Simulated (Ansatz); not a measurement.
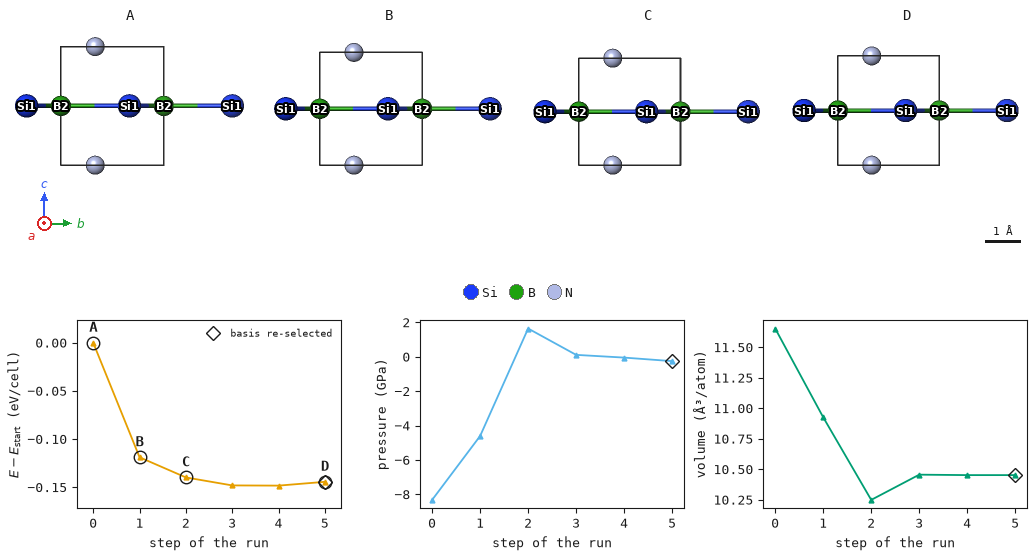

Frames of a relaxation of crystalline SiBN (a generated structure, set up in P-6m2) (coarse preliminary run), marked on the history of the run. The picture is a ball-and-stick view of the cell of the calculation, seen along the a axis.

Computed with Ansatz 0.2.0, DFT PBE, scalar-relativistic, plane waves, PAW. Set-up: plane-wave cutoff 420 eV; k-point mesh 6 × 6 × 6; occupations gaussian; smearing width 0.1 eV; collinear spin; cell and atoms relaxed; force threshold 0.04 eV/Å; at most 70 steps.

Describe the path.

No atom moves by more than 0.005 Å relative to the cell. Cell: a = b 3.433 → 3.386 Å (−1.4 %), c 3.426 → 3.157 Å (−7.8 %). Volume −10.3 %. Some distances before and after: B–Si 1.982 → 1.955 Å. The space group stays P-6m2 (No. 187). Over 4 accepted moves (5 points after the start) the energy falls by 0.144 eV per cell of the calculation. All forces vanish by symmetry, so only the cell relaxes. The pressure goes from −8.32 to −0.25 GPa. The SCF was repeated once at an unchanged geometry on a basis and grid sized afresh for the cell, which shifted the energy by 3.9 meV per cell of the calculation at most. The program noted that the starting moments weren't kept. The run may lie on a higher electronic state than the lowest, so the end point isn't shown to be the ground-state structure. From step 0 to 1: volume −6.2 %, energy −0.119 eV per cell of the calculation. From step 1 to 2: volume −6.2 %, energy −20.9 meV per cell of the calculation. From step 2 to 5: volume +2.0 %, energy −4.6 meV per cell of the calculation.

| step | E − E(0), meV/atom | pressure, GPa | volume, Å³/atom | note |
| --- | --- | --- | --- | --- |
| 0 | 0.00 | -8.32 | 11.654 |  |
| 1 | -39.61 | -4.60 | 10.927 |  |
| 2 | -46.58 | 1.65 | 10.250 |  |
| 3 | -49.34 | 0.12 | 10.457 |  |
| 4 | -49.41 | -0.04 | 10.453 |  |
| 5 | -48.10 | -0.25 | 10.453 | same geometry, new basis |
